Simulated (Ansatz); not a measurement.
The calculation's input:

```
crystal:
  periodic: [false, false, false]
  atoms:
    - {symbol: Sn, position_ang: [-0.443704, -0.890754, 0.645669]}
    - {symbol: O, position_ang: [1.084485, 1.333219, -0.633134]}
    - {symbol: H, position_ang: [-1.722049, -1.874850, 1.207777]}
    - {symbol: H, position_ang: [0.497887, -1.686411, -0.521349]}
    - {symbol: H, position_ang: [0.385247, -0.115700, 1.903209]}
    - {symbol: H, position_ang: [0.148397, 1.502705, -0.806004]}
    - {symbol: F, position_ang: [-1.446347, 0.488277, -0.300967]}
    - {symbol: H, position_ang: [1.496183, 1.243614, -1.495203]}
basis:
  gaussian: {orbitals: def2-TZVPP}
hamiltonian: {xc: pbe0, dispersion: d4}
output: {orbitals: {seedname: orbitals}}
```

Launched as:

```sh
ansatz run in.yaml --threads 4 --pin off --events-out ev --progress --plain --max-ram 9574MiB
```

The product side of a reaction path; geometry: PBE0-D4/def2-TZVP; core potentials replace the inner electrons of Sn.

The calculation used RKS PBE0-D4/def2-TZVPP (Ansatz).

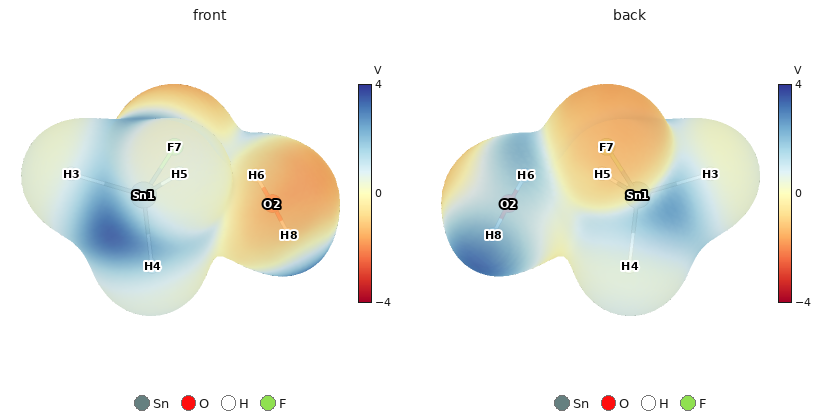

FH3Sn···H2O. The electrostatic potential painted on the density surface at 0.004 e/bohr³, seen from the front and from behind; the colour scale runs from red (negative) to blue (positive).

Which sites attract a positive test charge, and which a negative one?

Answer. A positive charge is drawn to the negative regions and a negative charge to the positive ones. The most negative region (about −1.7 V) lies over O2, the most positive (about +3.3 V) over Sn1 and H8. O2 is the likeliest acceptor of a hydrogen bond.
